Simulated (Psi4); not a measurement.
# SnH3O (SMILES [OH][SnH2]): CASSCF(5,6)/def2-SVP (core potential, density fitting for correlation, nat orbs yes)

What is the energy change on altering one bond length of SnH3O at CASSCF(5,6)/def2-SVP (core potential, density fitting for correlation, nat orbs yes)? 

The results are computed with Psi4 1.11.

### Step 1. Starting point

SnH3O has 5 atoms, charge 0, and is taken as a doublet. As SMILES, `[OH][SnH2]`. The shape is that of a PBE0-D4/def2-TZVP (4 decimals) optimisation. This is one conformer, not always the lowest.

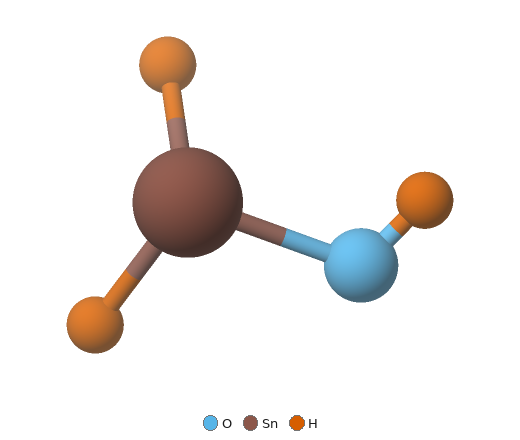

Viewed from a chosen angle; oxygen blue, tin brown, hydrogen orange.

### Step 2. The energy at CASSCF(5,6)/def2-SVP (core potential, density fitting for correlation, nat orbs yes)

The input, h3osn.sdf:

```

     RDKit          3D

  5  4  0  0  0  0  0  0  0  0999 V2000
    0.7074   -0.7329    0.8619 O   0  0  0  0  0  0  0  0  0  0  0  0
    0.1045    0.3088   -0.7055 Sn  0  0  0  0  0  3  0  0  0  0  0  0
    0.3686   -1.6313    0.8732 H   0  0  0  0  0  0  0  0  0  0  0  0
   -1.6068    0.0613   -0.8459 H   0  0  0  0  0  0  0  0  0  0  0  0
    0.4763    1.9204   -0.2249 H   0  0  0  0  0  0  0  0  0  0  0  0
  2  1  1  0
  3  1  1  0
  4  2  1  0
  5  2  1  0
M  RAD  1   2   2
M  END
$$$$
```

The input, job.py:

```python
import psi4
from rdkit import Chem

psi4.set_memory(1600000000)
psi4.set_num_threads(1)
psi4.core.set_output_file('h3osn.out', False)

rd = Chem.SDMolSupplier('h3osn.sdf', removeHs=False, sanitize=False)[0]
xyz = rd.GetConformer().GetPositions()
atoms = '\n'.join(f'{a.GetSymbol()} {x:.4f} {y:.4f} {z:.4f}' for a, (x, y, z) in zip(rd.GetAtoms(), xyz))
geom = psi4.geometry('0 2\n' + atoms + '\nsymmetry c1')

psi4.set_options({
    'basis': 'def2-SVP',
    'reference': 'rohf',
    'scf_type': 'pk',
    'restricted_docc': [14],
    'mcscf_type': 'df',
    'mcscf_algorithm': 'ts',
    'mcscf_maxiter': 60,
    'active': [6],
    'nat_orbs': True,
})

e_tot, wfn = psi4.energy("casscf", return_wfn=True)
print(f'casscf energy: {e_tot:.10f} Eh')
```

Launch:

```console
python job.py
```

h3osn.out, shortened:

```text
[...]
    !!!  WARNING: ECP capability is in beta. Please check occupations closely.  !!!
[...]
  Running in c1 symmetry.
[...]
  Nuclear repulsion =   73.023538425356065
[...]
  Multiplicity = 2
[...]
  Nalpha       = 17
  Nbeta        = 16
[...]
    Number of basis functions: 55
[...]
   @ROHF iter   1:  -289.73535415334823   -2.06831e+00   6.91117e-03 DIIS
[...]
   @ROHF iter  11:  -289.85515905914031   -1.26192e-11   6.37056e-09 DIIS
[...]
    Orbital Energies [Eh]
    ---------------------
    Doubly Occupied:
       1A    -20.524430     2A     -5.876862     3A     -4.066471
       4A     -4.066253     5A     -4.064823     6A     -1.355584
       7A     -1.334079     8A     -1.331986     9A     -1.328998
      10A     -1.328639    11A     -1.239787    12A     -0.673850
      13A     -0.586604    14A     -0.484171    15A     -0.477945
      16A     -0.440594
    Singly Occupied:
      17A     -0.151166
[...]
Warning: iopen=0,opentype!=closed. Making iopen=1
[...]
   @DF-MCSCF Final Energy: -289.885925854177685
[...]
    Warning: Norm of correction (root 0) is < 1.0E-13
   @CI  1:     0   -289.885925854178   8.8818E-16   1.4807E-13 c
   ==> Energetics <==
    SCF energy =         -289.855159059140362
    Total MCSCF energy = -289.885925854177685
[...]
 Multipole Moments:
 ------------------------------------------------------------------------------------
     Multipole            Electronic (a.u.)      Nuclear  (a.u.)        Total (a.u.)
 ------------------------------------------------------------------------------------
 L = 1.  Multiply by 2.5417464519 to convert [e a0] to [Debye]
 Dipole X            :         -3.5858289            3.2399778           -0.3458511
 Dipole Y            :          8.8925070           -9.0966471           -0.2041402
 Dipole Z            :        -15.9387878           15.1996945           -0.7390933
 Magnitude           :                                                    0.8411570
[...]
```

On the terminal:

```text
casscf energy: -289.8859258542 Eh
```

Run time: 3.6 s. Hardware: 1 thread of AMD EPYC 7B13 (Zen 3), shared host; peak memory 0.23 GiB.

### Step 3. The distorted shape, same level

The input, h3osn_ase.py:

```python
import numpy as np
from ase.calculators.psi4 import Psi4
from ase import Atoms

a = Atoms(['O', 'Sn', 'H', 'H', 'H'], positions=[
    [1.391906, -0.633902, 0.918059],
    [0.789006, 0.407798, -0.649341],
    [1.053106, -1.532302, 0.929359],
    [-1.606800, 0.061300, -0.845900],
    [1.160806, 2.019398, -0.168741],
])
calc = Psi4(atoms=a, method='casscf', basis='def2-SVP', memory='1600MB', num_threads=1, charge=0, multiplicity=2, label='h3osn', reference='rohf')
calc.psi4.set_options({'scf_type': 'pk', 'restricted_docc': [14], 'mcscf_type': 'df', 'mcscf_algorithm': 'ts', 'mcscf_maxiter': 60, 'active': [6], 'nat_orbs': True})
a.calc = calc

print(f'energy: {a.get_potential_energy():.6f} eV')
```

Launch:

```console
python h3osn_ase.py
```

h3osn.dat, shortened:

```text
[...]
    !!!  WARNING: ECP capability is in beta. Please check occupations closely.  !!!
[...]
  Running in c1 symmetry.
[...]
  Nuclear repulsion =   70.827062257721906
[...]
  Multiplicity = 2
[...]
  Nalpha       = 17
  Nbeta        = 16
[...]
    Number of basis functions: 55
[...]
   @ROHF iter   1:  -289.67635381714786   -2.09252e+00   6.89280e-03 DIIS
[...]
   @ROHF iter  13:  -289.79859328180487   -3.63798e-12   4.09917e-09 DIIS
[...]
    Orbital Energies [Eh]
    ---------------------
    Doubly Occupied:
       1A    -20.541730     2A     -5.900851     3A     -4.091209
       4A     -4.089145     5A     -4.087741     6A     -1.376365
       7A     -1.356187     8A     -1.355121     9A     -1.352677
      10A     -1.350658    11A     -1.256015    12A     -0.680604
      13A     -0.577362    14A     -0.497473    15A     -0.491475
      16A     -0.378675
    Singly Occupied:
      17A     -0.173673
[...]
Warning: iopen=0,opentype!=closed. Making iopen=1
[...]
   @DF-MCSCF Final Energy: -289.851768247042173
[...]
    Warning: Norm of correction (root 0) is < 1.0E-13
   @CI  1:     0   -289.851768247042   8.8818E-16   1.9323E-13 c
   ==> Energetics <==
    SCF energy =         -289.798593281804870
    Total MCSCF energy = -289.851768247042173
[...]
 Multipole Moments:
 ------------------------------------------------------------------------------------
     Multipole            Electronic (a.u.)      Nuclear  (a.u.)        Total (a.u.)
 ------------------------------------------------------------------------------------
 L = 1.  Multiply by 2.5417464519 to convert [e a0] to [Debye]
 Dipole X            :         -2.2373918            2.2561256            0.0187339
 Dipole Y            :          9.1437480           -9.2389386           -0.0951907
 Dipole Z            :        -15.7933354           15.1189762           -0.6743591
 Magnitude           :                                                    0.6813021
[...]
```

Standard output:

```text
energy: -7887.268356 eV
```

Wall time 3.6 s (1 thread of AMD EPYC 7B13 (Zen 3), shared host); peak memory 0.24 GiB.

### Step 4. Outcome

At CASSCF(5,6)/def2-SVP (core potential, density fitting for correlation, nat orbs yes):

| quantity | value |
| --- | --- |
| first shape: total energy | -289.88593 Eh |
| first shape: dipole moment (correlated density) | 2.14 D |
| distorted shape: total energy | -289.85177 Eh |
| distorted shape: dipole moment (correlated density) | 1.73 D |
| energy change with the Sn2–H4 bond stretched from 1.735 to 2.429 Å | 0.929 eV |

In words: With the Sn2–H4 bond stretched from 1.735 to 2.429 Å the energy rises by 0.93 eV (21.4 kcal/mol). The first shape isn't relaxed at this level, so the change isn't measured from a minimum.
